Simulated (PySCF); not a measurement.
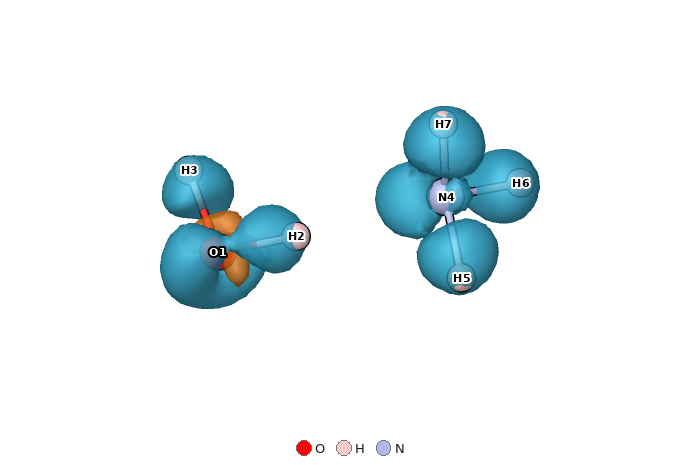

*H$_{5}$NO, SMILES `O.N`. Deformation density (molecule less spherical, spin-averaged free atoms at the same positions), surfaces at ±0.2 e/Å³; light blue: gain, orange: loss.*

Level of theory: PBE/cc-pVDZ (PySCF), at a geometry from GFN2-xTB. The pair's geometry is semi-empirical, so its contact may be too short or too long.

Cartesian coordinates (Å):

```
O1      -1.5132   -0.0992    0.0003
H2      -0.5397   -0.0945    0.0028
H3      -1.7853    0.8197    0.0003
N4       1.3349    0.0188    0.0009
H5       1.6013   -0.9213    0.2668
H6       1.7067    0.1961   -0.9242
H7       1.7780    0.6617    0.6456
```

> How much density has each bond gained at its critical point, relative to the free atoms?

N4–H6: +0.75 e/Å³ at the bond critical point (bond length 1.01 Å, Mayer order 1.0). N4–H7: +0.75 e/Å³ at the bond critical point (bond length 1.01 Å, Mayer order 1.0). N4–H5: +0.75 e/Å³ at the bond critical point (bond length 1.01 Å, Mayer order 1.0). O1–H3: +0.74 e/Å³ at the bond critical point (bond length 0.96 Å, Mayer order 1.0). O1–H2: +0.66 e/Å³ at the bond critical point (bond length 0.97 Å, Mayer order 1.0). H2–N4: −0.03 e/Å³ at the bond critical point (bond length 1.88 Å, Mayer order 0.2). In all, 1.3 electrons gather in the regions of gain relative to the promolecule. A small or negative value marks a very polar bond, one between electron-rich atoms, whose free-atom densities already overlap strongly, a long bond to a heavier atom, or a closed-shell contact such as a hydrogen bond.

> Where do the Hirshfeld charges lie?

The highest Hirshfeld charge is on H3 (+0.13 e), the lowest on O1 (−0.36 e).

```tsv
atom	charge (e)
O1	−0.36
H2	+0.08
H3	+0.13
N4	−0.20
H5	+0.12
H6	+0.12
H7	+0.12
```
